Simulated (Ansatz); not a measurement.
## Correcting a cheap level on B-containing molecules

The vertical ionisation energy (cation less neutral) in eV of 7 B-containing molecules: x at PBE-D4/def2-TZVPP, y at CCSD(T)/def2-TZVPP. Shapes, held fixed at every level: PBE0-D4/def2-TZVP. Programs: Ansatz 0.2.0.

```
                    molecule  x (eV)  y (eV)
                    BH3(NH3)   10.31   10.73
                   BH3(SeH2)   10.46   10.91
                    BH3(SH2)   10.59   11.09
            BF (SMILES [B]F)   10.87   11.09
HBS (hydrogen boron sulfide)   11.23       ?
    B(OH)O (oxoborinic acid)   12.14   12.39
     BOF (fluoro(oxo)borane)   13.43   13.46
```

Q: Fit y = c + s·x to the known rows and predict y for HBS.

A: 
1. Means of the 6 rows: x = 11.3000, y = 11.612.
2. Σ(Δx)² = 7.6172, Σ(Δx·Δy) = 6.6477, so the slope is 6.6477/7.6172 = 0.87272.
3. Intercept: 11.612 − (0.87272) × 11.3000 = 1.750. The largest residual of the fit is 0.15.
4. HBS: 1.750 + 0.87272 × 11.23 = 11.55 eV.

CCSD(T)/def2-TZVPP gives 11.14 eV, so the prediction is off by +0.41 eV, more than the largest residual. Uncorrected, PBE-D4/def2-TZVPP misses it by +0.09 eV, and the other rows by 0.31 on average. The line makes this one worse. Left out in turn, the other rows are missed by 0.08 eV on average, so the withheld one doesn't follow the line. Cations run unrestricted. Relativity is left out for Se. Outer-core shells of Se are correlated, in sets that cover them unevenly.

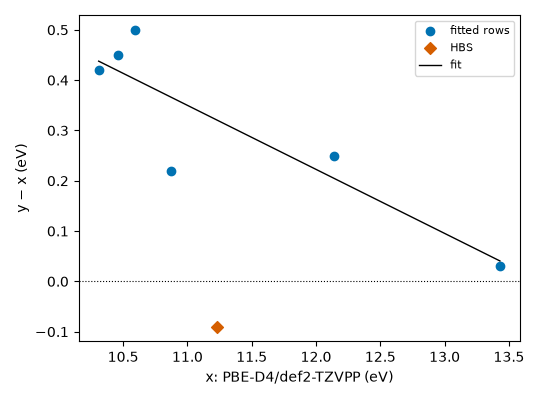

The correction y − x against x, with the fitted line and the withheld molecule.
